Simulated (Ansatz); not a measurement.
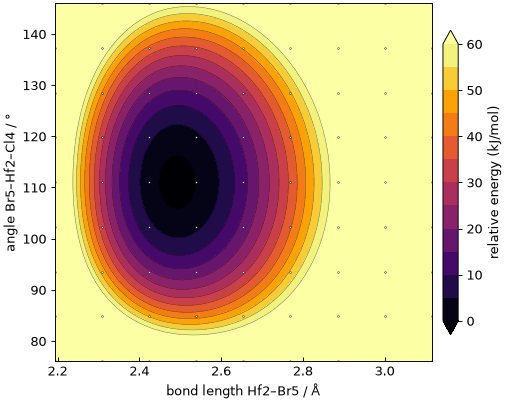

BrClF2Hf, SMILES [F][Hf]([F])([Cl])[Br]. 
- First axis: bond length Hf2–Br5. Second axis: angle Br5–Hf2–Cl4.
- Nothing is relaxed (all other coordinates rigid).
- The grid has 9 × 9 points.
- Points are written as (first, second).
- Energies: kJ/mol, counted from the lowest grid point.
- The calculation used RKS CAM-B3LYP-D4/def2-SVP in Ansatz 0.2.0.

In the figure: filled contours, dots at the grid points, one colour for all values above the top of the scale. Between grid points the surface is interpolated.

Estimate the position of the minimum and the force constants in these coordinates.

The interpolated minimum is at bond length Hf2–Br5 ≈ 2.492 Å, angle Br5–Hf2–Cl4 ≈ 111.0°. The curvatures there are about 14 eV/Å² and 3.5 eV/rad², with a cross term of about 0 eV/(Å·rad). Round the minimum the two coordinates are nearly uncoupled. (1 eV is 96.5 kJ/mol.)
